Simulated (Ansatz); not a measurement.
# C₂H₈BFSi: geometry and vibrations

The task is to find a stationary geometry of C₂H₈BFSi, then compute its harmonic vibrations to see whether it is a minimum and to get the zero-point energy and entropy, and look at its orbitals and charge.

Program: Ansatz 0.2.0, Gaussian basis. Level of theory: RKS PBE0-D4/def2-TZVP. These are calculated values, not measurements.

Plan: relaxation at PBE-D4/def2-SVP; relaxation at PBE0-D4/def2-TZVP; harmonic vibrations at the same level; a single point in def2-TZVPP for the fields.

## 1. Starting geometry

SMILES `CB(C)[SiH2]F`, 13 atoms, charge 0, spin multiplicity 1.

Atoms are counted from 1 here; the program's logs count them from 0.

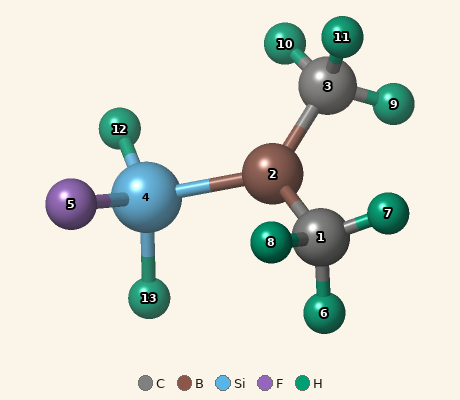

As it starts; carbon grey, boron brown, silicon blue, fluorine purple, hydrogen teal; atoms are numbered from 1 in the order of the file.

Geometry (Å):

```
atom     x (Å)     y (Å)     z (Å)
  C1  -1.27580  -0.41260   0.94010
  B2  -0.01960  -0.14030   0.05520
  C3   1.09030  -1.24510  -0.00220
 Si4   0.25240   1.52210  -0.95910
  F5   0.14580   2.81680   0.08450
  H6  -2.21710  -0.32540   0.26850
  H7  -1.25020  -1.35000   1.44230
  H8  -1.36750   0.45100   1.68430
  H9   0.70470  -2.17630  -0.34160
 H10   1.95970  -0.91870  -0.61940
 H11   1.50130  -1.41740   1.05790
 H12   1.47580   1.50910  -1.66550
 H13  -0.97930   1.65200  -1.93020
```

The start is a force-field geometry with small random shifts, so a cheaper pass at PBE-D4/def2-SVP comes first.

## 2. Optimising with PBE-D4/def2-SVP (cheap first pass)

in.yaml

```yaml
crystal:
  periodic: [false, false, false]
  atoms:
    - {symbol: C, position_ang: [-1.275800, -0.412600, 0.940100]}
    - {symbol: B, position_ang: [-0.019600, -0.140300, 0.055200]}
    - {symbol: C, position_ang: [1.090300, -1.245100, -0.002200]}
    - {symbol: Si, position_ang: [0.252400, 1.522100, -0.959100]}
    - {symbol: F, position_ang: [0.145800, 2.816800, 0.084500]}
    - {symbol: H, position_ang: [-2.217100, -0.325400, 0.268500]}
    - {symbol: H, position_ang: [-1.250200, -1.350000, 1.442300]}
    - {symbol: H, position_ang: [-1.367500, 0.451000, 1.684300]}
    - {symbol: H, position_ang: [0.704700, -2.176300, -0.341600]}
    - {symbol: H, position_ang: [1.959700, -0.918700, -0.619400]}
    - {symbol: H, position_ang: [1.501300, -1.417400, 1.057900]}
    - {symbol: H, position_ang: [1.475800, 1.509100, -1.665500]}
    - {symbol: H, position_ang: [-0.979300, 1.652000, -1.930200]}
basis:
  gaussian: {orbitals: def2-SVP}
hamiltonian: {xc: pbe, dispersion: d4}
relax: {f_tol: 0.03, max_steps: 200}
```

Launch:

```bash
$ ansatz run in.yaml --threads 4 --pin off --events-out ev --progress --plain --max-ram 10444MiB
```

The program printed, shortened:

```text
Functional definition: PBE
  name "PBE"
  cite "Perdew, Burke & Ernzerhof, Phys. Rev. Lett. 77, 3865 (1996) doi:10.1103/PhysRevLett.77.3865"
  parent pbe
[...]
1278 factors; their error is unknown
[...]
mean field -13458.24665252 eV, -494.5814421530 hartree, gradient 6.8e-5 eV, S^2 0.000000; 0 other end points of the search recorded, 0 dependent functions left out
[...]
reference -13458.24669002 eV, -494.5814435309 hartree; 24, 24 occupied and 90, 90 virtual orbitals, 1278 factors
relax step   1: F+E_penalty+E_count = -13458.49342218 eV  Δ(F+E_penalty+E_count) = +0.000e0 eV  max|allowed force component| = 2.764e0 eV/Å  Δτ_max = 0.0000 Å  (27 SCF iters, accepted)
[...]
relax step   4: F+E_penalty+E_count = -13458.92316664 eV  Δ(F+E_penalty+E_count) = -3.088e-2 eV  max|allowed force component| = 3.316e-1 eV/Å  Δτ_max = 0.1181 Å  (27 SCF iters, accepted)
[...]
relax step   7: F+E_penalty+E_count = -13458.97405863 eV  Δ(F+E_penalty+E_count) = -1.652e-2 eV  max|allowed force component| = 1.902e-1 eV/Å  Δτ_max = 0.1951 Å  (28 SCF iters, accepted)
[...]
relax step  10: F+E_penalty+E_count = -13458.98390174 eV  Δ(F+E_penalty+E_count) = -2.875e-3 eV  max|allowed force component| = 5.725e-2 eV/Å  Δτ_max = 0.0995 Å  (29 SCF iters, accepted)
[...]
mean field -13458.74223527 eV, -494.5996544829 hartree, gradient 1.5e-5 eV, S^2 0.000000; 1 other end points of the search recorded, 0 dependent functions left out
[...]
reference -13458.74227342 eV, -494.5996558849 hartree; 24, 24 occupied and 90, 90 virtual orbitals, 1278 factors
Total energy: -13458.98552287 eV, -494.6085951374 hartree
Atom 0 at    -1.195503    -0.316119     1.107742 Å, force     0.011934     0.006394    -0.000943 eV/Å
Atom 1 at    -0.008884    -0.176068     0.095611 Å, force    -0.008095     0.005089     0.004483 eV/Å
Atom 2 at     0.958677    -1.372057    -0.216923 Å, force    -0.008444     0.006598    -0.002528 eV/Å
Atom 3 at     0.264424     1.589716    -0.861355 Å, force     0.005240     0.002336    -0.018125 eV/Å
Atom 4 at    -0.650272     2.787450    -0.175779 Å, force     0.011686    -0.020212    -0.010861 eV/Å
Atom 5 at    -2.067869    -0.567261     0.452167 Å, force    -0.007693    -0.004238     0.002857 eV/Å
Atom 6 at    -1.102691    -1.151173     1.832222 Å, force    -0.005414    -0.008693     0.005732 eV/Å
Atom 7 at    -1.484601     0.620998     1.623922 Å, force    -0.004669     0.000804     0.002307 eV/Å
Atom 8 at     0.515604    -2.374129    -0.037858 Å, force     0.000556    -0.000691     0.000246 eV/Å
Atom 9 at     1.466347    -1.354708    -1.202301 Å, force     0.003359     0.000065    -0.004988 eV/Å
Atom 10 at     1.771651    -1.260271     0.543739 Å, force     0.004948    -0.003245     0.003894 eV/Å
Atom 11 at     1.703713     2.051543    -0.832029 Å, force    -0.018659     0.004835    -0.009015 eV/Å
Atom 12 at    -0.150096     1.487278    -2.314358 Å, force     0.015250     0.010958     0.026941 eV/Å
Dipole moment:     0.088005    -0.469522     0.060801 e Å
```

Wall time 13 s (4 threads of Intel Xeon Platinum 8488C, shared host).

Relaxation path: (the energy doesn't fall at every step)

```csv
step,energy from step 1 (eV),largest force component (eV/Å)
1,0.0000,2.7643
2,-0.3527,0.6651
3,-0.3989,0.6256
4,-0.4297,0.3316
5,-0.4521,0.3191
6,-0.4641,0.2321
7,-0.4806,0.1902
8,-0.4645,0.4052
9,-0.4876,0.0582
10,-0.4905,0.0572
11,-0.4915,0.0600
12,-0.4921,0.0269
```

Distances of close pairs at the start and the end, largest changes first:

```
   bond  before (Å)  after (Å)  change (Å)
Si4–H12       1.413      1.512      +0.099
 B2–Si4       1.966      2.027      +0.061
Si4–H13       1.574      1.514      -0.059
  C3–H9       1.063      1.110      +0.047
  C1–H7       1.064      1.109      +0.046
  C1–H6       1.160      1.120      -0.040
  C1–H8       1.144      1.108      -0.035
 C3–H11       1.150      1.119      -0.031
```

## 3. Optimising with PBE0-D4/def2-TZVP

in.yaml

```yaml
crystal:
  periodic: [false, false, false]
  atoms:
    - {symbol: C, position_ang: [-1.195503, -0.316119, 1.107742]}
    - {symbol: B, position_ang: [-0.008884, -0.176068, 0.095611]}
    - {symbol: C, position_ang: [0.958677, -1.372057, -0.216923]}
    - {symbol: Si, position_ang: [0.264424, 1.589716, -0.861355]}
    - {symbol: F, position_ang: [-0.650272, 2.787450, -0.175779]}
    - {symbol: H, position_ang: [-2.067869, -0.567261, 0.452167]}
    - {symbol: H, position_ang: [-1.102691, -1.151173, 1.832222]}
    - {symbol: H, position_ang: [-1.484601, 0.620998, 1.623922]}
    - {symbol: H, position_ang: [0.515604, -2.374129, -0.037858]}
    - {symbol: H, position_ang: [1.466347, -1.354708, -1.202301]}
    - {symbol: H, position_ang: [1.771651, -1.260271, 0.543739]}
    - {symbol: H, position_ang: [1.703713, 2.051543, -0.832029]}
    - {symbol: H, position_ang: [-0.150096, 1.487278, -2.314358]}
basis:
  gaussian: {orbitals: def2-TZVP}
hamiltonian: {xc: pbe0, dispersion: d4}
relax: {f_tol: 0.005, max_steps: 150}
```

Launched as before.

The program printed, shortened:

```text
Functional definition: PBE0
  name "PBE0"
  cite "Adamo & Barone, J. Chem. Phys. 110, 6158 (1999) doi:10.1063/1.478522"
  cite "Perdew, Burke & Ernzerhof, Phys. Rev. Lett. 77, 3865 (1996) doi:10.1103/PhysRevLett.77.3865"
  parent pbe
[...]
1305 factors; their error is unknown
[...]
mean field -13469.62201150 eV, -494.9994788849 hartree, gradient 6.4e-5 eV, S^2 0.000000; 0 other end points of the search recorded, 0 dependent functions left out
[...]
reference -13469.62204589 eV, -494.9994801486 hartree; 24, 24 occupied and 185, 185 virtual orbitals, 1305 factors
relax step   1: F+E_penalty+E_count = -13469.82879237 eV  Δ(F+E_penalty+E_count) = +0.000e0 eV  max|allowed force component| = 8.559e-1 eV/Å  Δτ_max = 0.0000 Å  (27 SCF iters, accepted)
[...]
Atom 3 at     0.261334     1.586374    -0.869874 Å, force     0.002227    -0.000716     0.000209 eV/Å
Atom 4 at    -0.692539     2.761967    -0.314992 Å, force    -0.002317     0.001874     0.001949 eV/Å
Atom 5 at    -2.075445    -0.543912     0.519797 Å, force     0.000846    -0.000728    -0.000580 eV/Å
Atom 6 at    -1.063672    -1.170332     1.815383 Å, force    -0.000485    -0.000054     0.000108 eV/Å
Atom 7 at    -1.432489     0.578549     1.687531 Å, force     0.000784     0.000449    -0.000078 eV/Å
Atom 8 at     0.482305    -2.334035    -0.083205 Å, force    -0.000569    -0.000835     0.000307 eV/Å
Atom 9 at     1.433591    -1.315396    -1.200269 Å, force    -0.000427    -0.000448     0.000653 eV/Å
Atom 10 at     1.736902    -1.273757     0.525981 Å, force    -0.000623    -0.000968     0.000073 eV/Å
Atom 11 at     1.666759     2.068719    -0.737214 Å, force     0.001060     0.000510     0.000338 eV/Å
Atom 12 at    -0.023424     1.446954    -2.328075 Å, force    -0.000667    -0.000800    -0.002825 eV/Å
Dipole moment:     0.091667    -0.444382     0.074518 e Å
```

It took 30 s on 4 threads of Intel Xeon Platinum 8488C, shared host.

Step by step:

```
step  energy from step 1 (eV)  largest force component (eV/Å)
   1                   0.0000                          0.8559
   2                  -0.0522                          0.6059
   3                  -0.0650                          0.0843
   4                  -0.0658                          0.0133
   5                  -0.0658                          0.0402
   6                  -0.0664                          0.0185
   7                  -0.0666                          0.0209
   8                  -0.0668                          0.0148
   9                  -0.0668                          0.0064
  10                  -0.0669                          0.0028
```

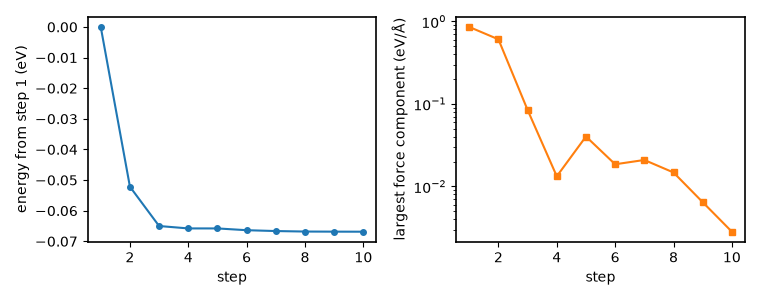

Energy and largest force along the relaxation.

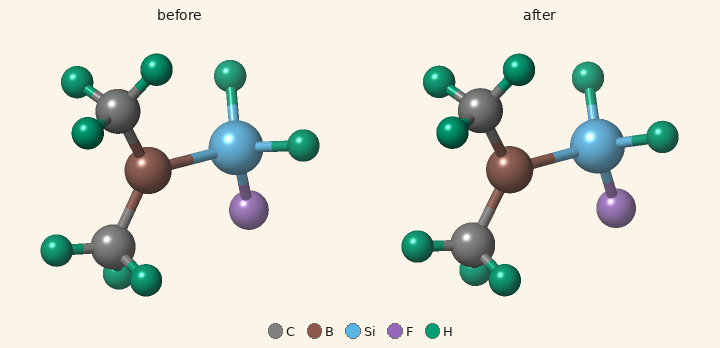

Before and after, at one scale.

Close pairs (by a distance rule), those that changed most:

| bond | before (Å) | after (Å) | change (Å) |
| --- | --- | --- | --- |
| Si4–F5 | 1.656 | 1.612 | -0.043 |
| Si4–H13 | 1.514 | 1.492 | -0.022 |
| Si4–H12 | 1.512 | 1.492 | -0.020 |
| C1–H6 | 1.120 | 1.103 | -0.017 |
| C3–H11 | 1.119 | 1.103 | -0.016 |
| C3–H9 | 1.110 | 1.094 | -0.016 |
| C3–H10 | 1.109 | 1.092 | -0.016 |
| C1–H8 | 1.108 | 1.092 | -0.016 |

Mulliken charges at the end point, from the run's report:

C1 -0.42; B2 0.04; C3 -0.42; Si4 0.36; F5 -0.33; H6 0.15; H7 0.13; H8 0.15; H9 0.14; H10 0.14; H11 0.15; H12 -0.05; H13 -0.05

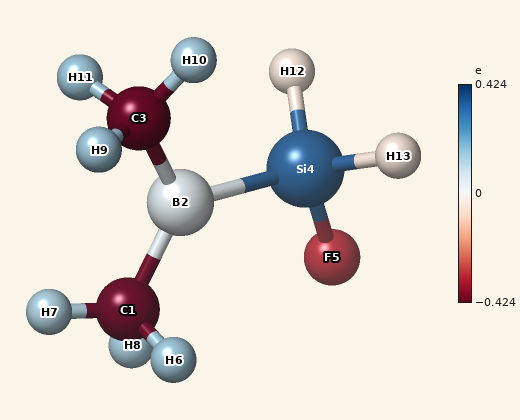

Mulliken charges at the end point, from the run's report, as colours on the atoms.

## 4. Force constants and modes

in.yaml

```yaml
crystal:
  periodic: [false, false, false]
  atoms:
    - {symbol: C, position_ang: [-1.182471, -0.326728, 1.129859]}
    - {symbol: B, position_ang: [-0.026578, -0.163956, 0.098051]}
    - {symbol: C, position_ang: [0.936227, -1.349248, -0.228174]}
    - {symbol: Si, position_ang: [0.261334, 1.586374, -0.869874]}
    - {symbol: F, position_ang: [-0.692539, 2.761967, -0.314992]}
    - {symbol: H, position_ang: [-2.075445, -0.543912, 0.519797]}
    - {symbol: H, position_ang: [-1.063672, -1.170332, 1.815383]}
    - {symbol: H, position_ang: [-1.432489, 0.578549, 1.687531]}
    - {symbol: H, position_ang: [0.482305, -2.334035, -0.083205]}
    - {symbol: H, position_ang: [1.433591, -1.315396, -1.200269]}
    - {symbol: H, position_ang: [1.736902, -1.273757, 0.525981]}
    - {symbol: H, position_ang: [1.666759, 2.068719, -0.737214]}
    - {symbol: H, position_ang: [-0.023424, 1.446954, -2.328075]}
basis:
  gaussian: {orbitals: def2-TZVP}
hamiltonian: {xc: pbe0, dispersion: d4}
phonons: {temperatures: {t_min: 298.15, t_max: 900, t_step: 200}}
```

The command is unchanged.

The program printed, shortened:

```text
Functional definition: PBE0
  name "PBE0"
  cite "Adamo & Barone, J. Chem. Phys. 110, 6158 (1999) doi:10.1063/1.478522"
  cite "Perdew, Burke & Ernzerhof, Phys. Rev. Lett. 77, 3865 (1996) doi:10.1103/PhysRevLett.77.3865"
  parent pbe
[...]
1305 factors; their error is unknown
[...]
mean field -13469.68840677 eV, -495.0019188659 hartree, gradient 6.0e-5 eV, S^2 0.000000; 0 other end points of the search recorded, 0 dependent functions left out
[...]
reference -13469.68844104 eV, -495.0019201255 hartree; 24, 24 occupied and 185, 185 virtual orbitals, 1305 factors
[...]
1305 factors; their error is unknown
mean field -13469.68825583 eV, -495.0019133191 hartree, gradient 1.3e-6 eV, S^2 0.000000; 0 other end points of the search recorded, 0 dependent functions left out
[...]
reference -13469.68829011 eV, -495.0019145787 hartree; 24, 24 occupied and 185, 185 virtual orbitals, 1305 factors
[...]
Atom 6 at    -1.063672    -1.170332     1.815383 Å, force    -0.000475    -0.000047     0.000097 eV/Å
Atom 7 at    -1.432489     0.578549     1.687531 Å, force     0.000820     0.000478    -0.000117 eV/Å
Atom 8 at     0.482305    -2.334035    -0.083205 Å, force    -0.000542    -0.000860     0.000280 eV/Å
Atom 9 at     1.433591    -1.315396    -1.200269 Å, force    -0.000441    -0.000441     0.000641 eV/Å
Atom 10 at     1.736902    -1.273757     0.525981 Å, force    -0.000612    -0.000968     0.000086 eV/Å
Atom 11 at     1.666759     2.068719    -0.737214 Å, force     0.001073     0.000503     0.000338 eV/Å
Atom 12 at    -0.023424     1.446954    -2.328075 Å, force    -0.000659    -0.000798    -0.002813 eV/Å
Dipole moment:     0.091668    -0.444383     0.074518 e Å
Vibrations: 54.62 99.74 105.26 140.55 250.69 257.55 323.30 476.24 496.13 629.95 739.58 833.32 837.54 849.98 850.79 894.09 936.00 1115.79 1150.39 1307.59 1317.61 1421.62 1423.51 1461.14 1464.86 2193.03 2195.55 2998.02 3001.73 3078.71 3081.06 3123.58 3130.41 cm⁻¹, zero-point energy 2.618540 eV
```

Wall time 2.1 min (4 threads of Intel Xeon Platinum 8488C, shared host).

Motions are named by where the mode's potential energy lies. Wavenumbers, unscaled:

| mode | cm⁻¹ | motion |
| --- | --- | --- |
| 1 | 55 | torsion |
| 2 | 100 | bend |
| 3 | 105 | torsion |
| 4 | 141 | torsion |
| 5 | 251 | torsion with bend |
| 6 | 258 | bend |
| 7 | 323 | bend |
| 8 | 476 | bend with torsion |
| 9 | 496 | Si–B stretch |
| 10 | 630 | bend with torsion |
| 11 | 740 | bend with torsion |
| 12 | 833 | B–C stretch with bend |
| 13 | 838 | bend |
| 14 | 850 | bend with torsion |
| 15 | 851 | bend |
| 16 | 894 | bend with Si–F stretch |
| 17 | 936 | bend with torsion |
| 18 | 1116 | bend |
| 19 | 1150 | B–C stretch with bend |
| 20 | 1308 | bend |
| 21 | 1318 | bend |
| 22 | 1422 | bend |
| 23 | 1424 | bend |
| 24 | 1461 | bend |
| 25 | 1465 | bend |
| 26 | 2193 | Si–H stretch |
| 27 | 2196 | Si–H stretch |
| 28 | 2998 | C–H stretch |
| 29 | 3002 | C–H stretch |
| 30 | 3079 | C–H stretch |
| 31 | 3081 | C–H stretch |
| 32 | 3124 | C–H stretch |
| 33 | 3130 | C–H stretch |

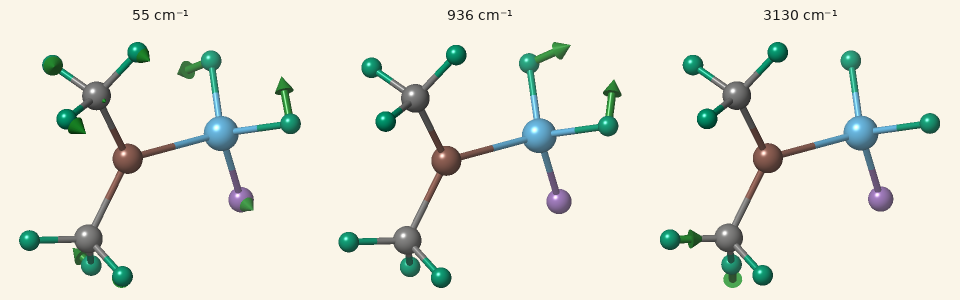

How the atoms move in 3 of the modes.

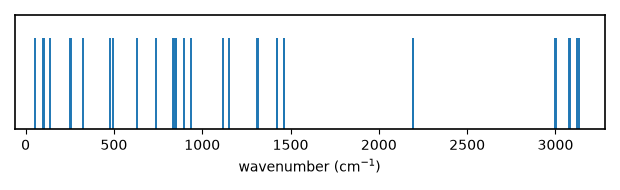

The harmonic wavenumbers as sticks (no intensities were computed).

Ideal gas, rigid rotor and harmonic oscillator at 298.15 K and 1 bar, with symmetry number 1:

```
                term            value
   zero-point energy    60.4 kcal/mol
          H(298) − E    66.2 kcal/mol
entropy, translation  165.0 J/(mol K)
   entropy, rotation  113.1 J/(mol K)
  entropy, vibration   92.8 J/(mol K)
      entropy, total  371.0 J/(mol K)
```

## 5. A single point for the fields

Edit in.yaml of step 4 so:

```diff
@@ -17,4 +17,4 @@
 basis:
-  gaussian: {orbitals: def2-TZVP}
+  gaussian: {orbitals: def2-TZVPP}
 hamiltonian: {xc: pbe0, dispersion: d4}
-phonons: {temperatures: {t_min: 298.15, t_max: 900, t_step: 200}}
+output: {orbitals: {seedname: orbitals}}
```

The command is unchanged.

The program printed:

```text
Functional definition: PBE0
  name "PBE0"
  cite "Adamo & Barone, J. Chem. Phys. 110, 6158 (1999) doi:10.1063/1.478522"
  cite "Perdew, Burke & Ernzerhof, Phys. Rev. Lett. 77, 3865 (1996) doi:10.1103/PhysRevLett.77.3865"
  parent pbe
  parameter a = 0.25
  parameter kappa = 0.804
  parameter beta = 0.06672455060314922
  exchange = (1 - a)*pbe_x(kappa = kappa, mu = beta*pi^2/3) + a*exact_x
  correlation = pbe_c(beta = beta)
1448 factors; their error is unknown
mean field evaluation 1: about -13459.6342 eV, gradient 6.9e1 eV
mean field evaluation 2: about -13455.7746 eV, gradient 7.9e1 eV
mean field evaluation 4: about -13469.7063 eV, gradient 4.2e0 eV
mean field evaluation 8: about -13469.7381 eV, gradient 3.8e-2 eV
mean field evaluation 16: about -13469.7528 eV, gradient 7.5e-5 eV
mean field -13469.75278337 eV, -495.0042846626 hartree, gradient 7.5e-5 eV, S^2 0.000000; 0 other end points of the search recorded, 0 dependent functions left out
reference -13469.75281830 eV, -495.0042859460 hartree; 24, 24 occupied and 254, 254 virtual orbitals, 1448 factors
Total energy: -13469.96007614 eV, -495.0119025314 hartree
```

Wall time 2.5 s (4 threads of Intel Xeon Platinum 8488C, shared host); peak memory 0.7 GiB.

Orbitals, density, ELF and potential are computed afterwards from the orbital file.

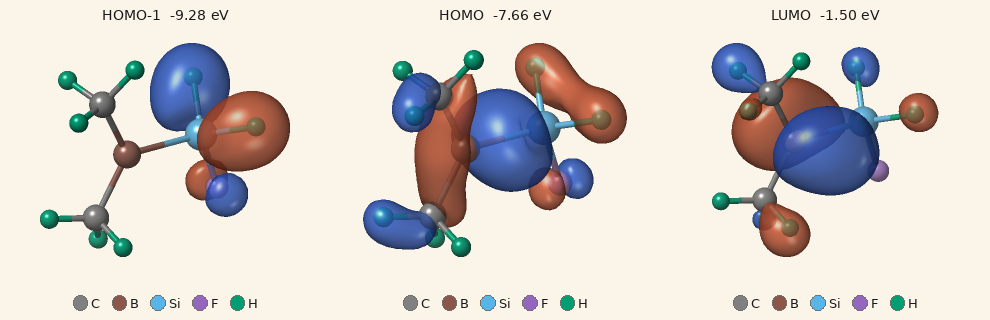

PBE0-D4/def2-TZVPP orbitals near the gap, drawn at the value that encloses 70 % of each; the two colours are the two signs.

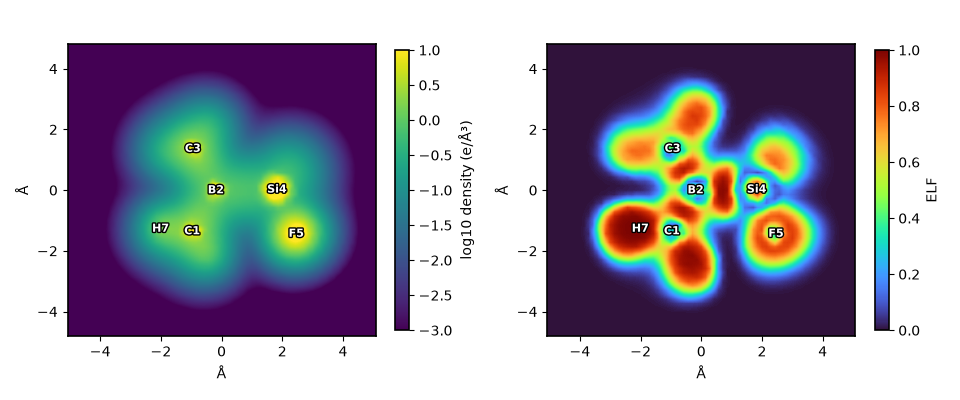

Density (left) and ELF (right) in a plane through or near 6 of the atoms.

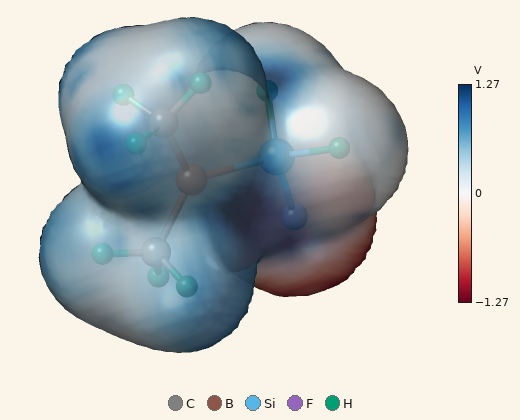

Electrostatic potential on the surface of density 0.002 e/bohr³; red is low, blue high. It runs, from the 1st to the 99th percentile, from -1.11 V near F5 to 1.27 V near B2.

## 6. Summary of results

```
                  quantity            value
               point group               C1
                     steps          12 + 10
shift from the start (rms)          0.618 Å
              total energy   -13469.8957 eV
           dispersion term         -207 meV
             dipole moment           2.21 D
lowest, highest wavenumber    55, 3130 cm⁻¹
         zero-point energy    60.4 kcal/mol
       entropy at 298.15 K  371.0 J/(mol K)
                HOMO, LUMO  -7.66, -1.50 eV
```

In words: The relaxed geometry lies 0.62 Å (rms) from the start; the bond that changed most is Si4–H13, from 1.574 to 1.492 Å. No mode is imaginary: a true minimum at this level. The stiffest mode, 3130 cm⁻¹, is a C–H stretch, and 4 modes under 200 cm⁻¹ make the vibrational entropy uncertain. Harmonic hybrid wavenumbers usually lie a few per cent above measured fundamentals. The largest Mulliken charge, -0.42 e, sits on C1. The HOMO lies mostly on B2 32 %; Si4 21 % and the LUMO on B2 55 %; Si4 8 %.
